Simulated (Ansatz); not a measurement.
**One shape, several levels: CH5BO2 (SMILES COBO)**

Wanted: a comparison of 6 runs (PBE/cc-pVDZ, PBE0/cc-pVDZ, SVWN5/cc-pVDZ, wB97M-V/cc-pVDZ, MP2/cc-pVDZ, CCSD/cc-pVDZ) of CH5BO2. 

The calculation is run with Ansatz 0.2.0.

70 further runs of the same task are left out: 70 set aside as unsound or not needed.

### Step 1. The molecule

CH5BO2: 9 atoms, total charge 0, spin state singlet. As SMILES, `COBO`. One bond was lengthened or shortened from a relaxed shape.

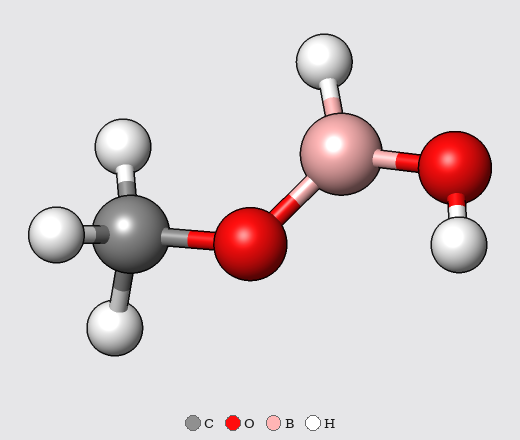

Viewed from a chosen angle; carbon grey, oxygen red, boron pink, hydrogen white.

### Step 2. A single-point energy at PBE/cc-pVDZ (run 1)

File job.yaml:

```yaml
crystal:
  periodic: [false, false, false]
  atoms:
    - {symbol: C, position_ang: [0.405793, 0.726058, -0.981753]}
    - {symbol: O, position_ang: [0.010493, 0.378958, 0.326647]}
    - {symbol: B, position_ang: [-0.010907, -0.909942, 0.747247]}
    - {symbol: O, position_ang: [-0.400607, -1.194342, 2.014147]}
    - {symbol: H, position_ang: [0.692093, -0.155642, -1.561953]}
    - {symbol: H, position_ang: [1.255393, 1.410558, -0.930553]}
    - {symbol: H, position_ang: [-0.544800, 1.307500, -1.561700]}
    - {symbol: H, position_ang: [0.307893, -1.814242, 0.028047]}
    - {symbol: H, position_ang: [-0.634907, -0.402142, 2.507847]}
basis:
  gaussian:
    orbitals: cc-pVDZ
hamiltonian:
  xc: pbe
accuracy: high
output:
  orbitals: {seedname: orbitals}
```

Command:

```console
ansatz run job.yaml --threads 1 --pin off --max-ram 3480MiB --events-out events.jsonl --progress --plain --runs-dir runs
```

What it wrote:

```text
Warning: RAYON_NUM_THREADS=1 ignored (pool sized by the plan → 1); use --threads N
Functional definition: PBE
  name "PBE"
  parameter kappa = 0.804
  parameter beta = 0.06672455060314922
  exchange = pbe_x(kappa = kappa, mu = beta*pi^2/3)
  correlation = pbe_c(beta = beta)
1903 factors; integrals over basis functions are off by at most 7.1e-9 eV
mean field evaluation 1: about -5876.3289 eV, gradient 6.3e1 eV
mean field evaluation 2: about -5860.7630 eV, gradient 1.1e2 eV
mean field evaluation 4: about -5883.9797 eV, gradient 5.0e0 eV
mean field evaluation 8: about -5884.0335 eV, gradient 6.5e-1 eV
mean field evaluation 16: about -5884.0343 eV, gradient 2.0e-5 eV
mean field -5884.03431846 eV, -216.2342728617 hartree, gradient 7.6e-8 eV, S^2 0.000000; 0 other end points of the search recorded, 0 dependent functions left out
reference -5884.03432182 eV, -216.2342729852 hartree; 16, 16 occupied and 65, 65 virtual orbitals, 1903 factors
Total energy: -5884.03432182 eV, -216.2342729852 hartree
```

Run time: 4.5 s. Hardware: 1 thread of Arm Neoverse V2, shared host; peak memory 0.2 GiB.

### Step 3. A single-point energy at PBE0/cc-pVDZ (run 2)

File run.yaml:

```yaml
basis:
  gaussian: {orbitals: cc-pVDZ}
crystal:
  periodic: [false, false, false]
  atoms:
    - {symbol: C, position_ang: [0.405793, 0.726058, -0.981753]}
    - {symbol: O, position_ang: [0.010493, 0.378958, 0.326647]}
    - {symbol: B, position_ang: [-0.010907, -0.909942, 0.747247]}
    - {symbol: O, position_ang: [-0.400607, -1.194342, 2.014147]}
    - {symbol: H, position_ang: [0.692093, -0.155642, -1.561953]}
    - {symbol: H, position_ang: [1.255393, 1.410558, -0.930553]}
    - {symbol: H, position_ang: [-0.544800, 1.307500, -1.561700]}
    - {symbol: H, position_ang: [0.307893, -1.814242, 0.028047]}
    - {symbol: H, position_ang: [-0.634907, -0.402142, 2.507847]}
hamiltonian: {xc: {name: PBE0}}
accuracy: high
output: {orbitals: {seedname: orbitals}}
```

Command:

```console
ansatz run run.yaml --threads 1 --pin off --max-ram 3480MiB --events-out events.jsonl --progress --plain --runs-dir runs
```

What it wrote:

```text
Warning: RAYON_NUM_THREADS=1 ignored (pool sized by the plan → 1); use --threads N
Functional definition: PBE0
  name "PBE0"
  parameter a = 0.25
[... 2 set-up lines as earlier in the session ...]
  exchange = (1 - a)*pbe_x(kappa = kappa, mu = beta*pi^2/3) + a*exact_x
[... 1 set-up line as earlier in the session ...]
1903 factors; integrals over basis functions are off by at most 7.1e-9 eV
mean field evaluation 1: about -5879.5366 eV, gradient 5.2e1 eV
mean field evaluation 2: about -5876.0707 eV, gradient 6.8e1 eV
mean field evaluation 4: about -5884.4925 eV, gradient 1.7e0 eV
mean field evaluation 8: about -5884.4962 eV, gradient 7.1e-2 eV
mean field evaluation 16: about -5884.4962 eV, gradient 2.6e-6 eV
mean field -5884.49621451 eV, -216.2512472284 hartree, gradient 8.6e-8 eV, S^2 0.000000; 0 other end points of the search recorded, 0 dependent functions left out
reference -5884.49621697 eV, -216.2512473189 hartree; 16, 16 occupied and 65, 65 virtual orbitals, 1903 factors
Total energy: -5884.49621697 eV, -216.2512473189 hartree
```

Run time: 4.8 s. Hardware: 1 thread of Arm Neoverse V2, shared host; peak memory 0.24 GiB.

Runs 3 to 5 aren't shown in full; the table further down has their settings and results.

### Step 4. The energy at CCSD/cc-pVDZ (run 6)

File in.yaml:

```yaml
crystal:
  periodic: [false, false, false]
  atoms:
    - {symbol: C, position_ang: [0.405793, 0.726058, -0.981753]}
    - {symbol: O, position_ang: [0.010493, 0.378958, 0.326647]}
    - {symbol: B, position_ang: [-0.010907, -0.909942, 0.747247]}
    - {symbol: O, position_ang: [-0.400607, -1.194342, 2.014147]}
    - {symbol: H, position_ang: [0.692093, -0.155642, -1.561953]}
    - {symbol: H, position_ang: [1.255393, 1.410558, -0.930553]}
    - {symbol: H, position_ang: [-0.544800, 1.307500, -1.561700]}
    - {symbol: H, position_ang: [0.307893, -1.814242, 0.028047]}
    - {symbol: H, position_ang: [-0.634907, -0.402142, 2.507847]}
basis:
  gaussian: {orbitals: cc-pVDZ}
correlation: {method: ccsd, frozen_orbitals: {B: 1, C: 1, H: 0, O: 1}}
accuracy: high
scf: {omitted_lower_state_checks: [cluster_reference, increment]}
```

Command:

```console
ansatz run in.yaml --threads 1 --pin off --max-ram 3480MiB --events-out events.jsonl --progress --plain --runs-dir runs
```

What it wrote (excerpt; [...] marks lines left out):

```text
Warning: RAYON_NUM_THREADS=1 ignored (pool sized by the plan → 1); use --threads N
Functional definition: HF
  name "HF"
[...]
1903 factors; integrals over basis functions are off by at most 7.1e-9 eV
[...]
mean field -5858.12455400 eV, -215.2821065802 hartree, gradient 2.1e-8 eV, S^2 0.000000; 0 other end points of the search recorded, 0 dependent functions left out
4 core orbitals not correlated: weight in the atoms' cores, before any rotation towards them, 1.000 or more for the frozen orbitals, at most 0.000 for the correlated occupied ones
reference -5858.12455400 eV, -215.2821065802 hartree; 12, 12 occupied and 65, 65 virtual orbitals, 1903 factors
second order -16.37230650 eV of doubles, -0.00000000 eV of singles
cycle   1  -16.78925570 eV  change   -4.2e-1 eV  update   9.4e-2
[...]
cycle  20  -17.32075059 eV  change    1.0e-9 eV  update   2.2e-9
Total energy: -5875.44530459 eV, -215.9186324238 hartree
Checks for a lower state left out: cluster_reference, increment
```

It took 12 s on 1 thread of Arm Neoverse V2, shared host; peak memory 0.47 GiB.

### Step 5. All runs side by side

```
run            level  frozen core orbitals  energy (Eh)  HOMO energy (eV)  LUMO energy (eV)  HOMO–LUMO gap (eV)  wall time
  1      PBE/cc-pVDZ                     –  -216.234273             -6.75              0.33                7.08      4.5 s
  2     PBE0/cc-pVDZ                     –  -216.251247             -8.33              1.35                9.68      4.8 s
  3    SVWN5/cc-pVDZ                     –  -214.747798             -6.87              0.11                6.98      2.9 s
  4  wB97M-V/cc-pVDZ                     –  -216.411283            -10.68              3.42               14.10       41 s
  5      MP2/cc-pVDZ                     4  -215.883778                 –                 –                   –      2.1 s
  6     CCSD/cc-pVDZ                     4  -215.918632                 –                 –                   –       12 s
```

### Step 6. Outcome

```
                                          quantity          value
                               run 6: total energy  -215.91863 Eh
run 6: correlation energy (4 core orbitals frozen)     -636.5 mEh
                              run 6: T1 diagnostic          0.013
```

In words: Over runs 1, 2, 3, 4 the HOMO–LUMO gap runs from 6.98 eV (SVWN5/cc-pVDZ) to 14.10 eV (wB97M-V/cc-pVDZ). Totals of different functionals can't be ranked against each other. All runs together took 67 s, the longest 41 s.
